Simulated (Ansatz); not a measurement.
H$_{3}$NSi···CH$_{4}$

| atom | x (Å) | y (Å) | z (Å) |
| --- | --- | --- | --- |
| Si | -1.6840 | -0.0565 | 0.0318 |
| H | 1.8124 | 0.5470 | 1.6689 |
| C | 2.3474 | 0.1036 | 0.8164 |
| H | 1.7582 | -0.7324 | 0.4129 |
| H | 2.4844 | 0.8652 | 0.0353 |
| H | 3.3299 | -0.2601 | 1.1512 |
| H | -1.1462 | 0.8701 | -1.0728 |
| N | -1.0658 | -1.4948 | -0.6941 |
| H | -1.2024 | -2.4088 | -0.2694 |
| H | -0.5369 | -1.5628 | -1.5606 |

All numbers below come from RKS B3LYP/def2-SVP (Ansatz 0.2.0).

### Predict the electron density and electron localisation function between the atoms.

Si–N (1.73 Å): ρ is about 1 e/Å³ halfway; the ELF peaks at about 0.90 between the atoms: a polar covalent bond.
N–H (1.02 Å): the density is about 2.8 e/Å³ at the midpoint; the ELF climbs to about 1 towards the hydrogen, as it does in any bond to H; a covalent bond by its length.
Si–H (1.54 Å): ρ is about 0.71 e/Å³ halfway; the ELF climbs to about 1 towards the hydrogen.

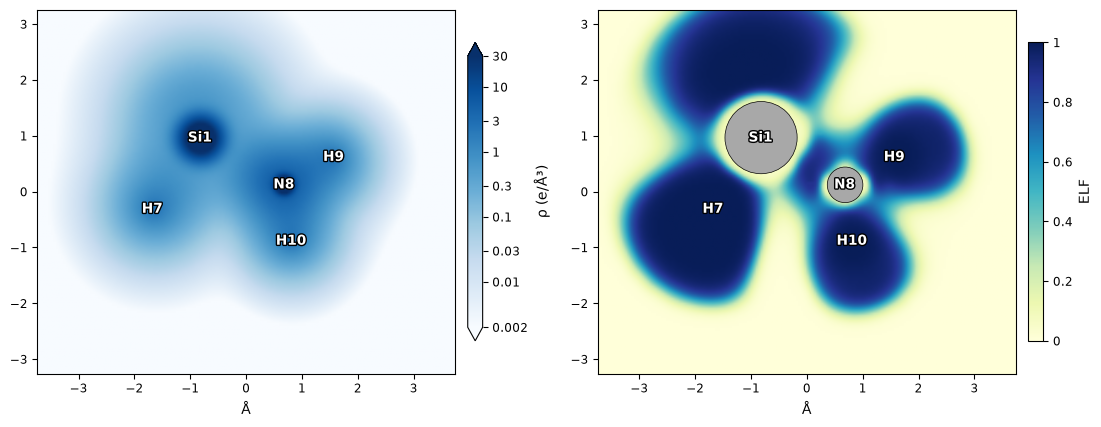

Computed electron density and electron localisation function on the plane of atoms H7, Si1 and N8, in this order. Grey discs cover the atomic cores in the ELF map. 
